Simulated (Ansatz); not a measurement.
**CH7AlSi: small, medium and large basis sets**

Aim: see how fast density functionals and correlated methods converge with the basis set for CH7AlSi.

Computed with Ansatz 0.2.0, Gaussian basis. Level: one geometry, several basis sets.

Plan: PBE0-D4/def2-SVP; ωB97M-V/def2-SVP; PBE0-D4/def2-QZVPP; ωB97M-V/def2-QZVPP; CCSD(T)/cc-pV(D+d)Z; CCSD(T)/cc-pV(T+d)Z; CCSD(T)/cc-pV(Q+d)Z; the functionals' def2-TZVPP values are taken from earlier runs.

## 1. The relaxed structure

The geometry comes from an earlier relaxation with PBE0-D4 in a triple-zeta def2 set; it is a stationary point, not always the lowest conformer.

SMILES `[CH3][AlH][SiH3]`, 10 atoms, charge 0, spin multiplicity 1.

Atoms are counted from 1 here; the program's logs count them from 0.

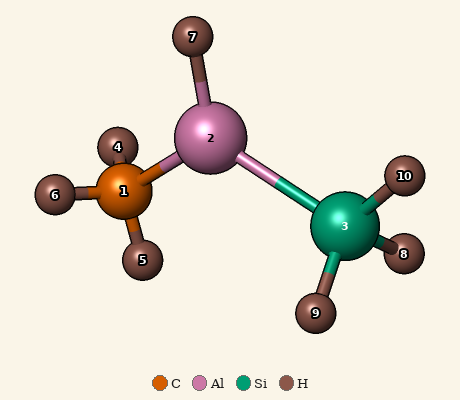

The structure; carbon orange, aluminium pink, silicon teal, hydrogen brown; atoms are numbered from 1 in the order of the file.

## 2. PBE0-D4 in def2-SVP

File in.yaml:

```yaml
crystal:
  periodic: [false, false, false]
  atoms:
    - {symbol: C, position_ang: [-1.428446, 0.967154, -0.792407]}
    - {symbol: Al, position_ang: [0.409065, 0.309455, -0.720919]}
    - {symbol: Si, position_ang: [1.161657, -1.107311, 1.145404]}
    - {symbol: H, position_ang: [-1.909213, 0.659339, -1.727475]}
    - {symbol: H, position_ang: [-2.050649, 0.624124, 0.036631]}
    - {symbol: H, position_ang: [-1.438018, 2.062980, -0.790387]}
    - {symbol: H, position_ang: [1.416903, 0.709211, -1.887736]}
    - {symbol: H, position_ang: [0.334884, -2.347617, 1.241011]}
    - {symbol: H, position_ang: [1.000200, -0.395030, 2.448503]}
    - {symbol: H, position_ang: [2.586617, -1.533604, 1.050372]}
basis:
  gaussian: {orbitals: def2-SVP}
hamiltonian: {xc: pbe0, dispersion: d4}
output: {orbitals: {seedname: orbitals}}
```

On the command line:

```console
> ansatz run in.yaml --threads 2 --pin off --events-out ev --progress --plain --max-ram 32768MiB --backend cpu
```

Further steps of the session: ωB97M-V in def2-SVP; PBE0-D4 in def2-QZVPP; ωB97M-V in def2-QZVPP; CCSD(T) in cc-pV(D+d)Z; CCSD(T) in cc-pV(T+d)Z; CCSD(T) in cc-pV(Q+d)Z.

Before running them: what should the planned runs give, taken together? Wanted: MP2 correlation recovered, cc-pV(D+d)Z; MP2 correlation recovered, cc-pV(T+d)Z; MP2 correlation recovered, cc-pV(Q+d)Z; CCSD(T) limit from def2 sets; PBE0-D4: double and triple zeta above quadruple; ωB97M-V: double and triple zeta above quadruple.

As calculated:

```
                                                                 quantity          value
                                   MP2 correlation recovered, cc-pV(D+d)Z         73.1 %
                                   MP2 correlation recovered, cc-pV(T+d)Z         89.8 %
                                   MP2 correlation recovered, cc-pV(Q+d)Z         95.8 %
CCSD(T) limit from def2 sets (earlier runs) less the limit of this series        -55 meV
                          PBE0-D4: double and triple zeta above quadruple  6.85, 0.54 eV
                          ωB97M-V: double and triple zeta above quadruple  6.97, 0.52 eV
```

**Reading.** PBE0-D4 gains 6.32 eV from double to triple zeta, then 0.54 eV more. In cc-pV(D+d)Z MP2 holds 73 % of its limit, in cc-pV(Q+d)Z 96 %, while Hartree-Fock is within 0.069 eV in the largest set. A limit from the def2 sets, made apart, differs by 55 meV, a least measure of the doubt on such a limit. These are total energies; as a rule much of such shifts cancels in differences, which this series doesn't test.
